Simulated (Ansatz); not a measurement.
# ICl (iodine monochloride) at CCSD/def2-TZVP (core potential)

Aim: the vertical ionisation energy of ICl (iodine monochloride) at CCSD/def2-TZVP (core potential), from 2 runs. 

The results are computed with Ansatz 0.2.0.

34 further runs of the same task are left out: 34 set aside as unsound or not needed.

### Step 1. The molecule

ICl: 2 atoms, total charge 0, spin state singlet. As SMILES, `ClI`. The coordinates come from a PBE0-D4/def2-TZVP relaxation.

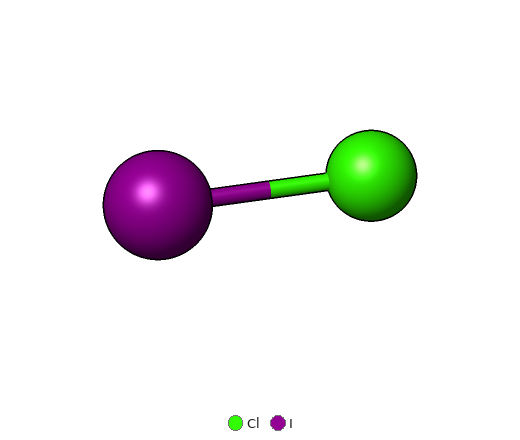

Viewed from a chosen angle; chlorine green, iodine purple.

### Step 2. The energy at CCSD/def2-TZVP (core potential)

input.yaml

```yaml
crystal:
  periodic: [false, false, false]
  atoms:
    - {symbol: Cl, position_ang: [-0.000000, 0.000000, -0.002580]}
    - {symbol: I, position_ang: [0.000000, -0.000000, 2.309100]}
basis:
  gaussian:
    orbitals: def2-TZVP
correlation:
  method: ccsd
  frozen_orbitals: {Cl: 5, I: 4}
accuracy: high
scf:
  omitted_lower_state_checks: [cluster_reference, increment]
```

Started as:

```
ansatz run input.yaml --threads 1 --pin off --max-ram 3480MiB --events-out events.jsonl --progress --plain --runs-dir runs
```

Log:

```text
Warning: RAYON_NUM_THREADS=1 ignored (pool sized by the plan → 1); use --threads N
Functional definition: HF
  name "HF"
  exchange = exact_x
  correlation = 0
these checks for a lower state are left out or cut short: cluster_reference, increment
1343 factors; integrals over basis functions are off by at most 3.2e-9 eV
mean field evaluation 1: about -20575.6966 eV, gradient 1.2e1 eV
mean field evaluation 2: about -20575.8687 eV, gradient 1.3e1 eV
mean field evaluation 4: about -20576.3023 eV, gradient 1.4e0 eV
mean field evaluation 8: about -20576.3148 eV, gradient 1.1e-4 eV
mean field evaluation 16: about -20576.3148 eV, gradient 2.7e-8 eV
mean field -20576.31483223 eV, -756.1656229574 hartree, gradient 3.3e-8 eV, S^2 0.000000; 0 other end points of the search recorded, 0 dependent functions left out
9 core orbitals not correlated: weight in the atoms' cores, before any rotation towards them, 1.000 or more for the frozen orbitals, at most 0.000 for the correlated occupied ones
reference -20576.31483223 eV, -756.1656229574 hartree; 12, 12 occupied and 66, 66 virtual orbitals, 1343 factors
second order -18.46618576 eV of doubles, -0.00000000 eV of singles
cycle   1  -17.74090320 eV  change    7.3e-1 eV  update   7.9e-2
cycle   2  -18.16345741 eV  change   -4.2e-1 eV  update   2.2e-2
cycle   3  -18.20920012 eV  change   -4.6e-2 eV  update   9.7e-3
cycle   4  -18.19365059 eV  change    1.6e-2 eV  update   2.4e-3
cycle   5  -18.19420023 eV  change   -5.5e-4 eV  update   1.1e-3
cycle   6  -18.19503865 eV  change   -8.4e-4 eV  update   3.1e-4
cycle   7  -18.19479275 eV  change    2.5e-4 eV  update   1.1e-4
cycle   8  -18.19480810 eV  change   -1.5e-5 eV  update   2.4e-5
cycle   9  -18.19482569 eV  change   -1.8e-5 eV  update   6.9e-6
cycle  10  -18.19482070 eV  change    5.0e-6 eV  update   1.7e-6
cycle  11  -18.19482261 eV  change   -1.9e-6 eV  update   6.6e-7
cycle  12  -18.19482263 eV  change   -1.8e-8 eV  update   1.9e-7
cycle  13  -18.19482264 eV  change   -1.9e-8 eV  update   6.5e-8
cycle  14  -18.19482265 eV  change   -5.2e-9 eV  update   2.9e-8
cycle  15  -18.19482264 eV  change    1.2e-8 eV  update   1.9e-8
cycle  16  -18.19482281 eV  change   -1.7e-7 eV  update   1.0e-7
cycle  17  -18.19482283 eV  change   -2.1e-8 eV  update   2.5e-8
cycle  18  -18.19482284 eV  change   -5.9e-9 eV  update   6.7e-9
cycle  19  -18.19482284 eV  change   -1.9e-9 eV  update   2.1e-9
Total energy: -20594.50965507 eV, -756.8342703639 hartree
Checks for a lower state left out: cluster_reference, increment
```

It took 5.4 s on 1 thread of Arm Neoverse V2, shared host; peak memory 0.35 GiB.

### Step 3. The doublet cation at the same level

job.yaml

```yaml
crystal:
  periodic: [false, false, false]
  atoms:
    - symbol: Cl
      position_ang: [-0.000000, 0.000000, -0.002580]
    - symbol: I
      position_ang: [0.000000, -0.000000, 2.309100]
basis:
  gaussian:
    orbitals: def2-TZVP
scf:
  omitted_lower_state_checks: [cluster_reference, increment]
correlation:
  method: ccsd
  frozen_orbitals: {Cl: 5, I: 4}
magnetization:
  spin_polarized: true
  initial_magnetization: 1
accuracy: high
total_charge: 1
```

Started as:

```
ansatz run job.yaml --threads 1 --pin off --max-ram 3480MiB --events-out events.jsonl --progress --plain --runs-dir runs
```

Log:

```text
Warning: RAYON_NUM_THREADS=1 ignored (pool sized by the plan → 1); use --threads N
[... 4 set-up lines as earlier in the session ...]
these checks for a lower state are left out or cut short: cluster_reference, increment
1343 factors; integrals over basis functions are off by at most 3.2e-9 eV
mean field evaluation 1: about -20565.1539 eV, gradient 1.5e1 eV
mean field evaluation 2: about -20565.2385 eV, gradient 1.5e1 eV
mean field evaluation 4: about -20566.6305 eV, gradient 1.7e0 eV
mean field evaluation 8: about -20566.6998 eV, gradient 3.8e-1 eV
mean field evaluation 16: about -20566.7106 eV, gradient 9.3e-6 eV
mean field evaluation 32: about -20566.7106 eV, gradient 1.0e-8 eV
mean field evaluation 64: about -20566.4712 eV, gradient 1.6e0 eV
mean field -20566.71058945 eV, -755.8126735453 hartree, gradient 2.5e-8 eV, S^2 0.766461; 5 other end points of the search recorded, 0 dependent functions left out
9 core orbitals not correlated: weight in the atoms' cores, before any rotation towards them, 1.000 or more for the frozen orbitals, at most 0.000 for the correlated occupied ones
reference -20566.71058945 eV, -755.8126735453 hartree; 12, 11 occupied and 66, 67 virtual orbitals, 1343 factors
second order -17.72383476 eV of doubles, -0.00000000 eV of singles
cycle   1  -17.08523800 eV  change    6.4e-1 eV  update   9.5e-2
cycle   2  -17.51083069 eV  change   -4.3e-1 eV  update   3.1e-2
cycle   3  -17.60260868 eV  change   -9.2e-2 eV  update   2.8e-2
cycle   4  -17.58575938 eV  change    1.7e-2 eV  update   1.7e-2
cycle   5  -17.59715783 eV  change   -1.1e-2 eV  update   1.1e-2
cycle   6  -17.60518828 eV  change   -8.0e-3 eV  update   3.5e-3
cycle   7  -17.60442252 eV  change    7.7e-4 eV  update   1.0e-3
cycle   8  -17.60472127 eV  change   -3.0e-4 eV  update   3.9e-4
cycle   9  -17.60470632 eV  change    1.5e-5 eV  update   1.5e-4
cycle  10  -17.60459778 eV  change    1.1e-4 eV  update   7.1e-5
cycle  11  -17.60468264 eV  change   -8.5e-5 eV  update   3.0e-5
cycle  12  -17.60467008 eV  change    1.3e-5 eV  update   1.2e-5
cycle  13  -17.60467483 eV  change   -4.7e-6 eV  update   4.1e-6
cycle  14  -17.60467023 eV  change    4.6e-6 eV  update   1.5e-6
cycle  15  -17.60466968 eV  change    5.5e-7 eV  update   3.9e-7
cycle  16  -17.60467002 eV  change   -3.4e-7 eV  update   1.7e-7
cycle  17  -17.60467016 eV  change   -1.4e-7 eV  update   7.1e-8
cycle  18  -17.60467016 eV  change   -4.8e-9 eV  update   3.0e-8
cycle  19  -17.60467008 eV  change    8.1e-8 eV  update   9.2e-8
cycle  20  -17.60467010 eV  change   -1.7e-8 eV  update   2.5e-8
cycle  21  -17.60467010 eV  change   -5.3e-9 eV  update   7.1e-9
cycle  22  -17.60467010 eV  change    2.0e-9 eV  update   2.7e-9
Total energy: -20584.31525955 eV, -756.4596332386 hartree
Checks for a lower state left out: cluster_reference, increment
```

It took 18 s on 1 thread of Arm Neoverse V2, shared host; peak memory 0.62 GiB.

### Step 4. Summary of results

Level: CCSD/def2-TZVP (core potential), 9 core orbitals frozen.

| quantity | value |
| --- | --- |
| singlet ICl: total energy | -756.83427 Eh |
| singlet ICl: correlation energy (9 core orbitals frozen) | -668.6 mEh |
| singlet ICl: T1 diagnostic | 0.008 |
| doublet cation: total energy | -756.45963 Eh |
| doublet cation: correlation energy (9 core orbitals frozen) | -647.0 mEh |
| doublet cation: ⟨S²⟩ of the reference determinant | 0.766 |
| doublet cation: T1 diagnostic | 0.026 |
| vertical ionisation energy (to the doublet cation) | 10.194 eV |

What this shows: The vertical ionisation energy comes to 10.19 eV (235 kcal/mol).
